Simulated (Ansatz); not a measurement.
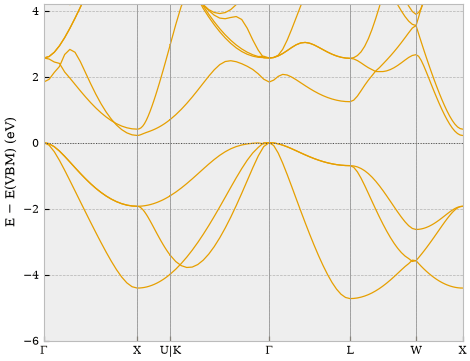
*Band structure from plane-wave PAW PBE (Ansatz code)*

### Question
Read off the gap and where the band edges lie.

### Answer
About 0.2 eV (0.22 eV by a search for the band edges); maximum at Γ, minimum at X.

The material is Mg$_{2}$Si (fluorite or antifluorite type, Fm-3m).

The cell was relaxed with PBE under the symmetry of its start.

Potentials: the earlier of the program's two PAW sets.
